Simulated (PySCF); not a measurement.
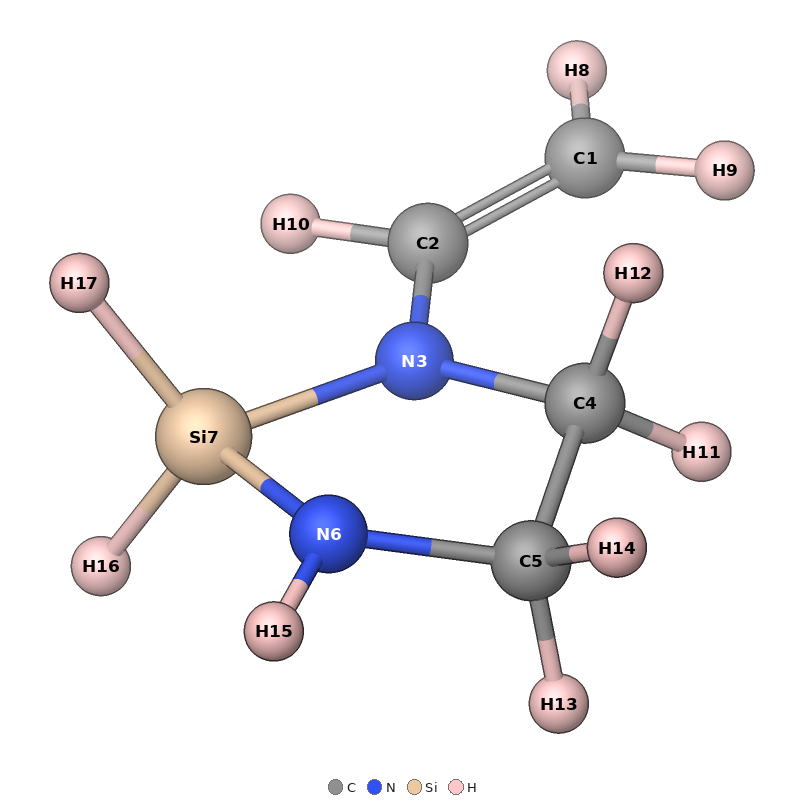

Distant atoms are faded towards the background colour. The geometry was computed by an optimisation with GFN2-xTB. No frequency run is at hand to confirm it as a minimum.

Q: How is the 5-membered ring N3–C4–C5–N6–Si7 puckered?

A: It is an envelope, with C5 as the flap. The Cremer–Pople amplitude Q is 0.28 Å.

Q: Give the torsion angles round the ring, beginning with the bond from its second to its third atom.

A: −30°, 30°, −17°, −2°, 19°.
